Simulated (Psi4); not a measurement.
# SiNH3ClO (SMILES [NH][SiH](O)Cl): UB3LYP/6-31G(d) (Cartesian functions)

What is the vertical ionisation energy of SiNH3ClO at UB3LYP/6-31G* (Cartesian functions)? 

The results are computed with Psi4 1.11.

## Step 1: The molecule

SiNH3ClO has 7 atoms, charge 0, and is taken as a doublet. SMILES: `[NH][SiH](O)Cl`. The coordinates come from a PBE0-D4/def2-TZVP relaxation. This is one conformer, not always the lowest.

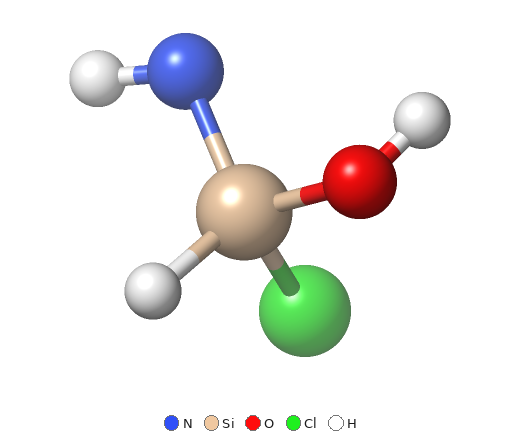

Viewed from a chosen angle; nitrogen blue, silicon light orange, oxygen red, chlorine green, hydrogen white.

## Step 2: Energy and gradient at UB3LYP/6-31G(d) (Cartesian functions)

Input file clh3nosi.xyz:

```xyz
7
ClH3NOSi
N     -0.309900     1.111500    -0.879100
Si    -0.073900    -0.114300     0.330400
O      1.465600    -0.630300     0.304800
Cl    -1.390000    -1.593900    -0.221000
H     -1.151500     1.677300    -0.756300
H     -0.348600     0.280200     1.724700
H      1.869600    -0.798400    -0.549200
```

Input file run.py:

```python
import numpy as np
from ase.calculators.psi4 import Psi4
from ase.io import read

atoms = read('clh3nosi.xyz')
calc = Psi4(atoms=atoms, method='b3lyp', basis='6-31G*', memory='1600MB', num_threads=1, charge=0, multiplicity=2, label='psi4-calc', reference='uks')
calc.psi4.set_options({'puream': False, 'e_convergence': 1e-09, 'd_convergence': 1e-08, 'scf_type': 'pk', 'dft_radial_points': 99, 'dft_spherical_points': 590, 'maxiter': 100})
atoms.calc = calc

forces = atoms.get_forces()
print(f'energy: {atoms.get_potential_energy():.6f} eV')
print('forces / eV A^-1')
print(np.round(forces, 5))
```

The run is started by

```
python run.py
```

psi4-calc.dat:

```text
[...]
  Running in c1 symmetry.
[...]
  Nuclear repulsion =  216.933065285409384
[...]
  Multiplicity = 2
[...]
  Nalpha       = 25
  Nbeta        = 24
[...]
    Number of basis functions: 74
[...]
   @UKS iter   1:  -880.99611683090893    3.21664e-02   1.36809e-02 ADIIS/DIIS
[...]
   @UKS iter  17:  -881.50750762352288    1.02318e-12   1.86923e-09 DIIS
[...]
   @S^2 Observed:                7.529634115E-01
[...]
    Orbital Energies [Eh]
    ---------------------
    Alpha Occupied:
       1A   -101.541259     2A    -66.201936     3A    -19.173814
       4A    -14.370636     5A     -9.460902     6A     -7.222046
       7A     -7.216360     8A     -7.215985     9A     -5.344956
      10A     -3.705595    11A     -3.703464    12A     -3.702358
      13A     -1.030206    14A     -0.864688    15A     -0.827428
      16A     -0.583994    17A     -0.501304    18A     -0.449180
      19A     -0.418438    20A     -0.382766    21A     -0.359861
      22A     -0.342403    23A     -0.330425    24A     -0.317909
      25A     -0.305817
    Alpha Virtual:
[...]
  @UKS Final Energy:  -881.50750762352288
   => Energetics <=
    Nuclear Repulsion Energy =            216.9330652854093842
    One-Electron Energy =               -1648.3168044785711572
    Two-Electron Energy =                 602.9891527136063587
    DFT Exchange-Correlation Energy =     -53.1129211439674478
    Empirical Dispersion Energy =           0.0000000000000000
    VV10 Nonlocal Energy =                  0.0000000000000000
    Total Energy =                       -881.5075076235228835
[...]
 Multipole Moments:
 ------------------------------------------------------------------------------------
     Multipole            Electronic (a.u.)      Nuclear  (a.u.)        Total (a.u.)
 ------------------------------------------------------------------------------------
 L = 1.  Multiply by 2.5417464519 to convert [e a0] to [Debye]
 Dipole X            :         -2.2469908            2.2495956            0.0026048
 Dipole Y            :         -3.1162436            3.5833792            0.4671355
 Dipole Z            :         -0.7627549            0.7165335           -0.0462214
 Magnitude           :                                                    0.4694239
[...]
  -Total Gradient:
     Atom            X                  Y                   Z
    ------   -----------------  -----------------  -----------------
       1       -0.002180070823    -0.002522579455     0.005207689102
       2        0.003726164088    -0.006399683620    -0.006324331568
       3       -0.008432875008     0.002571100568    -0.008073239332
       4        0.006859525753     0.007480797709     0.002181199187
       5        0.003492468091    -0.002988519866     0.000011218162
       6        0.000146599014     0.000561206885    -0.000715676080
       7       -0.003600541438     0.001287977021     0.007714423574
[...]
```

The script printed:

```text
energy: -23987.041073 eV
forces / eV A^-1
[[ 0.1121   0.12972 -0.26779]
 [-0.19161  0.32908  0.32521]
 [ 0.43364 -0.13221  0.41514]
 [-0.35273 -0.38468 -0.11216]
 [-0.17959  0.15368 -0.00058]
 [-0.00754 -0.02886  0.0368 ]
 [ 0.18515 -0.06623 -0.39669]]
```

Wall time 34 s (1 thread of AMD EPYC 7R13 (Zen 3), shared host); peak memory 0.99 GiB.

## Step 3: The singlet cation

Input file job.dat:

```
memory 1600 mb

molecule mol {
  1 1
  N
  Si 1 r2
  O 2 r3 1 a3
  Cl 2 r4 3 a4 1 d4
  H 1 r5 2 a5 3 d5
  H 2 r6 3 a6 1 d6
  H 3 r7 2 a7 6 d7

  r2 = 1.738152
  r3 = 1.623875
  a3 = 109.98931
  r4 = 2.055572
  a4 = 111.96506
  d4 = 114.5343
  r5 = 1.021518
  a5 = 114.7605
  d5 = -162.93405
  r6 = 1.474843
  a6 = 106.05017
  d6 = -126.59771
  r7 = 0.959578
  a7 = 117.95891
  d7 = -170.42345
  symmetry c1
  no_reorient
  no_com
}

set globals {
  basis 6-31G*
  reference rks
  puream false
  e_convergence 1e-09
  d_convergence 1e-08
  scf_type pk
  dft_radial_points 99
  dft_spherical_points 590
}

e_tot, wfn = gradient('b3lyp', return_wfn=True)
```

The run is started by

```
psi4 -n 1 job.dat job.out
```

job.out:

```text
[...]
  Running in c1 symmetry.
[...]
  Nuclear repulsion =  216.933092568797576
[...]
  Multiplicity = 1
[...]
  Nalpha       = 24
  Nbeta        = 24
[...]
    Number of basis functions: 74
[...]
   @RKS iter   1:  -880.59755716768348    4.30727e-01   1.32461e-02 DIIS/ADIIS
[...]
   @RKS iter  18:  -881.09416322547008   -1.81899e-12   4.44380e-09 DIIS
[...]
    Orbital Energies [Eh]
    ---------------------
    Doubly Occupied:
       1A   -101.806897     2A    -66.439957     3A    -19.404468
       4A    -14.705309     5A     -9.724044     6A     -7.486097
       7A     -7.480616     8A     -7.477066     9A     -5.584324
      10A     -3.944671    11A     -3.943537    12A     -3.940965
      13A     -1.252542    14A     -1.136387    15A     -1.076983
      16A     -0.815704    17A     -0.758622    18A     -0.690280
      19A     -0.644507    20A     -0.605559    21A     -0.599320
      22A     -0.579475    23A     -0.561014    24A     -0.558026
[...]
  @RKS Final Energy:  -881.09416322547008
   => Energetics <=
    Nuclear Repulsion Energy =            216.9330925687975764
    One-Electron Energy =               -1635.9757791303381964
    Two-Electron Energy =                 590.7378215044413992
    DFT Exchange-Correlation Energy =     -52.7892981683708626
    Empirical Dispersion Energy =           0.0000000000000000
    VV10 Nonlocal Energy =                  0.0000000000000000
    Total Energy =                       -881.0941632254700835
[...]
 Multipole Moments:
 ------------------------------------------------------------------------------------
     Multipole            Electronic (a.u.)      Nuclear  (a.u.)        Total (a.u.)
 ------------------------------------------------------------------------------------
 L = 1.  Multiply by 2.5417464519 to convert [e a0] to [Debye]
 Dipole X            :         -2.9693807            3.5564486            0.5870678
 Dipole Y            :          1.9014883           -1.6725462            0.2289420
 Dipole Z            :          0.5573140           -1.7230685           -1.1657545
 Magnitude           :                                                    1.3251591
[...]
  -Total Gradient:
     Atom            X                  Y                   Z
    ------   -----------------  -----------------  -----------------
       1        0.021472947752    -0.002124844056     0.006238987272
       2       -0.017742053469     0.006015190159    -0.045940737974
       3       -0.008207359421    -0.006514665476     0.005322810916
       4        0.004369340853    -0.001364888648     0.016150988238
       5       -0.009170047284    -0.008952615235     0.010963913281
       6       -0.000595361075    -0.003086821846     0.006000162256
       7        0.009870787230     0.016017440150     0.001273401098
[...]
```

Wall time 23 s (1 thread of AMD EPYC 7R13 (Zen 3), shared host); peak memory 0.98 GiB.

## Step 4: Outcome

Level: UB3LYP/6-31G* (Cartesian functions).

```
                                            quantity          value
                      doublet SiNH3ClO: total energy  -881.50751 Eh
                     doublet SiNH3ClO: dipole moment         1.19 D
doublet SiNH3ClO: HOMO energy (highest over α and β)       -7.88 eV
 doublet SiNH3ClO: LUMO energy (lowest over α and β)       -4.00 eV
                              doublet SiNH3ClO: ⟨S²⟩          0.753
          doublet SiNH3ClO: largest force on an atom     0.615 eV/Å
                        singlet cation: total energy  -881.09416 Eh
                         singlet cation: HOMO energy      -15.18 eV
                         singlet cation: LUMO energy      -13.45 eV
                       singlet cation: HOMO–LUMO gap        1.74 eV
            singlet cation: largest force on an atom     2.551 eV/Å
  vertical ionisation energy (to the singlet cation)      11.248 eV
```

In words: Removing an electron at fixed nuclei costs 11.25 eV (1085 kJ/mol). The largest force (doublet SiNH3ClO) is 0.61 eV/Å: the shape isn't a stationary point for this species at this level. Only the singlet of the ionised species was computed; a triplet could lie lower.
